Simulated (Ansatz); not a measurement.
**CH$_{4}$AlO (doublet): density, localisation and related maps**

The calculation's input:

```
crystal:
  periodic: [false, false, false]
  atoms:
    - { symbol: C, position_ang: [-0.5585, 0.626, 0.0186] }
    - { symbol: O, position_ang: [-0.6655, -0.729, -0.1213] }
    - { symbol: Al, position_ang: [0.9775, -1.3728, -0.6085] }
    - { symbol: H, position_ang: [-0.2619, 1.1647, -0.9624] }
    - { symbol: H, position_ang: [0.1, 0.9684, 0.7948] }
    - { symbol: H, position_ang: [-1.6146, 1.0543, 0.2893] }
    - { symbol: H, position_ang: [-1.10157, -1.56856, 0.17038] }
magnetization:
  spin_polarized: true
  initial_magnetization: 1
basis:
  gaussian: { orbitals: def2-SVPD }
hamiltonian:
  xc: pbe
relax:
  f_tol: 0.02
  max_steps: 50
output:
  orbitals: {}
```

Command:

```sh
ansatz run input.yaml --threads 2 --pin off --max-ram 3072MiB --backend cpu --events-out ev --progress --plain --runs-dir out
```

The fields are those of the relaxed geometry.

Computed with Ansatz 0.2.0, UKS PBE/def2-SVPD.

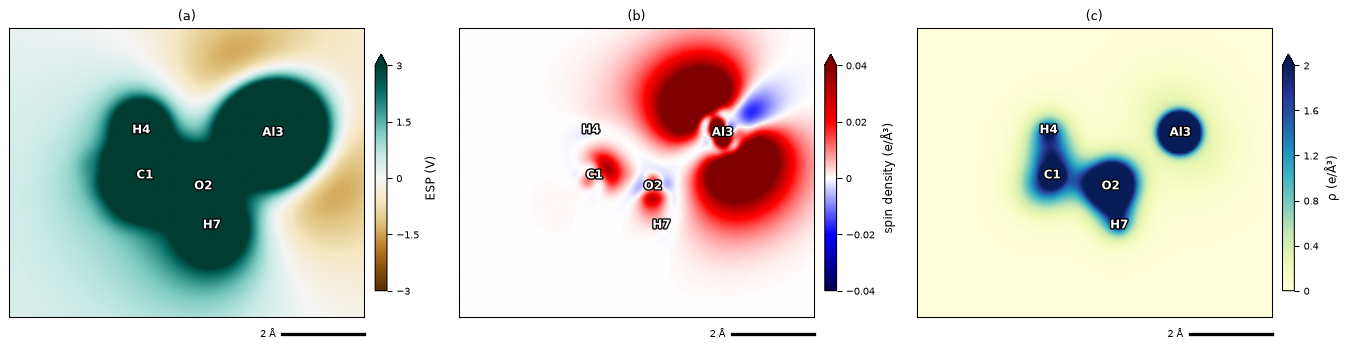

Figure 1. (a) molecular electrostatic potential; (b) spin density; (c) electron density on the plane of atoms O2, C1 and H4.

> Read the bonding off the picture.

The plane passes through C, O, Al and H nuclei.
C–O (1.45 Å): the density is about 1.9 e/Å³ at the midpoint, with its minimum of 1.6 e/Å³ about 0.5 Å from C.
Al–O (2.15 Å): the density is about 0.3 e/Å³ at the midpoint, with its minimum of 0.24 e/Å³ about 0.9 Å from Al.
O–H (0.97 Å): the density is about 3.7 e/Å³ at the midpoint.
C–H (1.11 Å): ρ is about 2 e/Å³ halfway.
The unpaired spin (1 electron) lies mostly on Al3 (about 0.9), in electrons by Hirshfeld's partition.
Outside the dense part of the molecule the potential is most negative (−1.4 V) near H4.

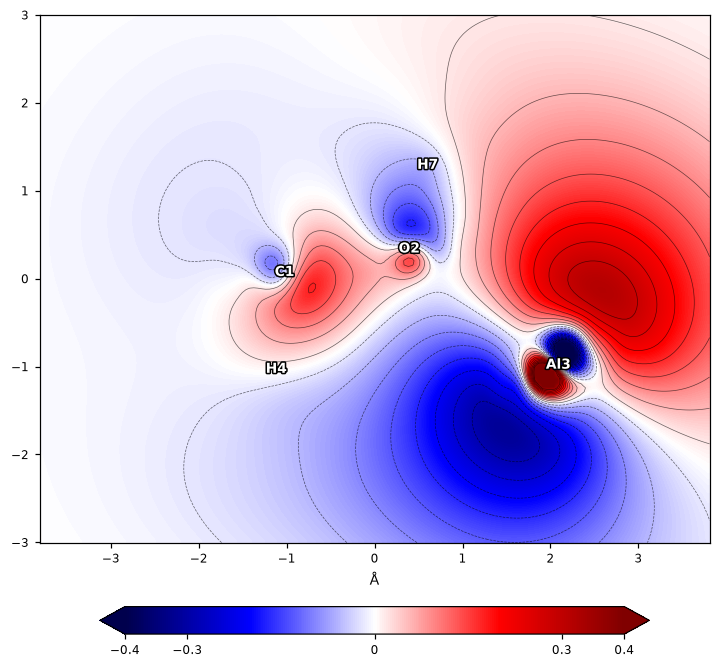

Figure 2. The HOMO (α) on the plane of atoms Al3, O2 and H7 (values in Å⁻³ᐟ²; the overall sign is arbitrary).

> Where does this orbital lie, and at what energy?

By Hirshfeld shares it lies mainly on Al3 (about 90 %). Its energy is −2.33 eV.

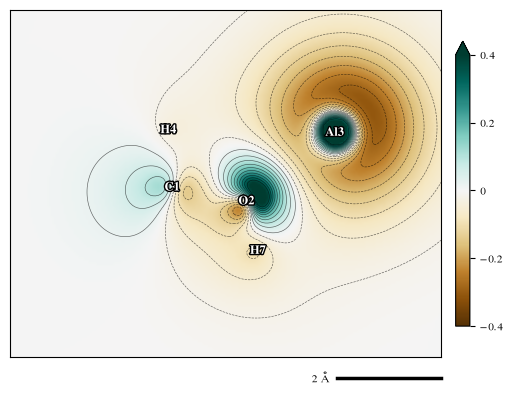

Figure 3. The HOMO (β) on the plane of atoms C1, O2 and H7 (values in Å⁻³ᐟ²; the overall sign is arbitrary).

> What is the character of this orbital?

It lies mainly on Al3 (about 90 %). Its energy is −5.52 eV.
